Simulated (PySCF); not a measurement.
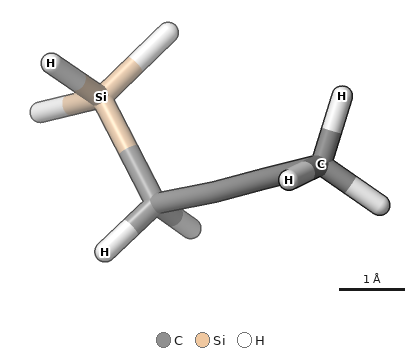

Figure 1. The structure as given in the input (stick view, seen at a tilt). Bond lengths as drawn: C–C 1.21 to 1.45 Å, C–H 1.10 Å, C–Si 1.90 Å and H–Si 1.49 to 1.50 Å.

**NMR shielding calculation of C₄H₈Si**

- system: C₄H₈Si, SMILES CC#CC[SiH3]
- method: GIAO WP04/pcSseg-2 NMR shielding, non-relativistic, gas phase (PySCF 2.14.0)

The geometry comes from this level: PBE0-D3(BJ)/def2-SVP. Figures and captions count atoms from 1; the log counts them from 0 in places.

### Output
```
coarse grid: 10928 points
cycle   1  E = -454.0044962482  dE =  1.998e-01  |g| = 5.942e-01  |ddm| = 3.016e+00
cycle   2  E = -453.9792704945  dE =  2.523e-02  |g| = 6.382e-01  |ddm| = 1.657e+00
cycle   3  E = -454.0952619821  dE = -1.160e-01  |g| = 6.599e-02  |ddm| = 1.115e+00
cycle   4  E = -454.0961086214  dE = -8.466e-04  |g| = 3.596e-02  |ddm| = 9.953e-02
cycle   5  E = -454.0962725311  dE = -1.639e-04  |g| = 2.552e-02  |ddm| = 4.521e-02
cycle   6  E = -454.0964296668  dE = -1.571e-04  |g| = 3.831e-03  |ddm| = 2.339e-02
cycle   7  E = -454.0964329840  dE = -3.317e-06  |g| = 4.934e-04  |ddm| = 3.714e-03
final grid: 99736 points
cycle   8  E = -454.1103669820  dE = -9.008e-05  |g| = 6.527e-03  |ddm| = 8.842e-02
cycle   9  E = -454.1103628460  dE =  4.136e-06  |g| = 7.554e-03  |ddm| = 1.485e-02
cycle  10  E = -454.1103772603  dE = -1.441e-05  |g| = 6.892e-04  |ddm| = 7.946e-03
cycle  11  E = -454.1103772104  dE =  4.988e-08  |g| = 8.019e-04  |ddm| = 1.138e-03
cycle  12  E = -454.1103773609  dE = -1.505e-07  |g| = 2.225e-04  |ddm| = 7.584e-04
cycle  13  E = -454.1103773722  dE = -1.128e-08  |g| = 3.342e-05  |ddm| = 2.298e-04
cycle  14  E = -454.1103773724  dE = -2.623e-10  |g| = 4.011e-06  |ddm| = 3.840e-05
```

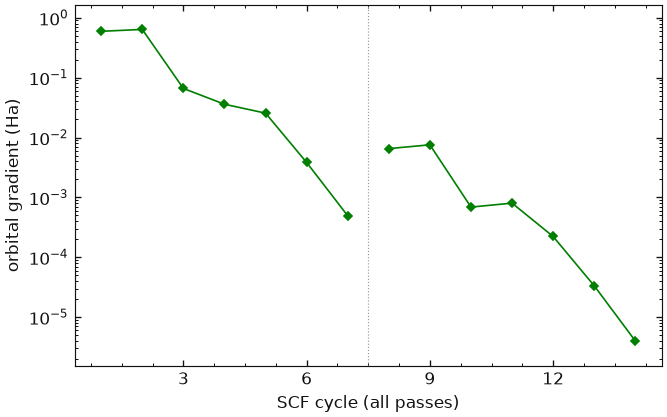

Figure 2. Convergence of the self-consistent field: orbital gradient against the SCF cycle. The dotted line marks the change from a coarse to the final integration grid. The first 7 cycles use a coarse grid, the final grid takes over at cycle 8, and the field converges after 14 cycles in all.

```
converged SCF energy = -454.1103773724

GIAO shielding tensors (ppm)
atom      isotropic    diamagn.    paramagn.     s11        s22        s33       span
  0 C      164.910     237.319     -72.409    156.461    156.934    181.335     24.874
  1 C       95.125     273.971    -178.846      5.384     12.408    267.581    262.197
  2 C       95.747     270.844    -175.097      4.422     10.121    272.699    268.277
  3 C      168.989     244.203     -75.214    157.999    162.398    186.571     28.572
  4 Si     387.045     879.963    -492.918    358.359    375.969    426.807     68.448
  5 H       29.775      27.814       1.961     25.216     28.063     36.046     10.830
  6 H       29.761      29.674       0.087     25.076     28.273     35.934     10.858
  7 H       29.780      27.567       2.213     25.138     28.000     36.202     11.063
  8 H       29.955      29.793       0.162     25.209     28.612     36.043     10.834
  9 H       29.961      28.842       1.120     25.191     28.618     36.075     10.884
 10 H       28.133      28.328      -0.195     25.269     25.948     33.183      7.914
 11 H       28.208      30.247      -2.039     25.583     26.824     32.218      6.635
 12 H       28.206      30.706      -2.500     25.585     26.794     32.239      6.655
```

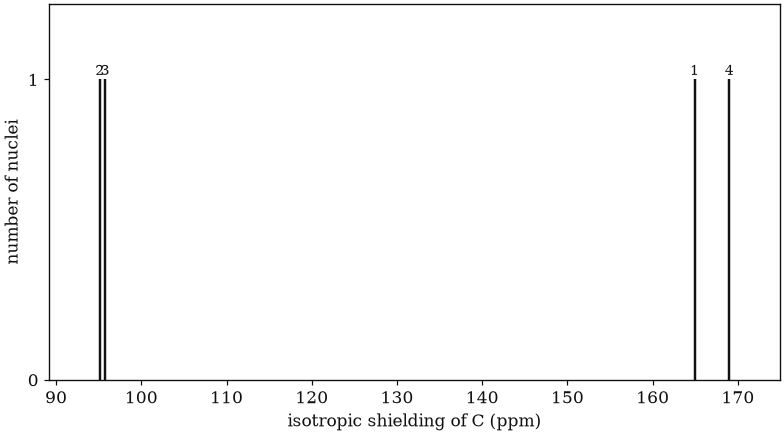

Figure 3. Isotropic shieldings of the carbon nuclei in this fixed geometry, labelled by atom number; shielding grows to the right, so chemical shift grows to the left. The least shielded is C2 (95.1 ppm), the most shielded C4 (169.0 ppm).

This output came from the following input.

### Input
```
{"job": {"kind": "nmr", "xc": "WP04", "basis": "pcSseg-2", "pop": false}, "charge": 0, "multiplicity": 1}
C      2.759765     0.695946    -0.230686
C      1.482275     0.100590     0.128069
C      0.422461    -0.404234     0.434913
C     -0.874599    -0.959120     0.777365
Si    -2.277577     0.227182     0.297237
H      3.209758     1.216735     0.629250
H      2.645886     1.431152    -1.043045
H      3.476604    -0.068374    -0.569531
H     -1.040371    -1.921677     0.262797
H     -0.944386    -1.165547     1.859548
H     -3.594998    -0.369100     0.682209
H     -2.104258     1.528269     1.007950
H     -2.260727     0.461739    -1.176683
```

The first line tells a small driver script what to run in PySCF; the rest is the geometry in Å.

Launch command:
```bash
OMP_NUM_THREADS=1 python <driver script> task.json out
```

### Summary

| quantity | value |
| --- | --- |
| outcome | converged |
| total energy | −454.110377 hartree |
| HOMO | −8.03 eV |
| LUMO | −1.02 eV |
| dipole moment | 0.41 D |
| isotropic shielding, C | 95.1 to 169.0 ppm |
| isotropic shielding, Si | 387.0 ppm |
| isotropic shielding, H | 28.1 to 30.0 ppm |
| hardware | 1 CPU thread, shared host |
| wall time | 33 s |
| peak memory | 1.1 GiB |
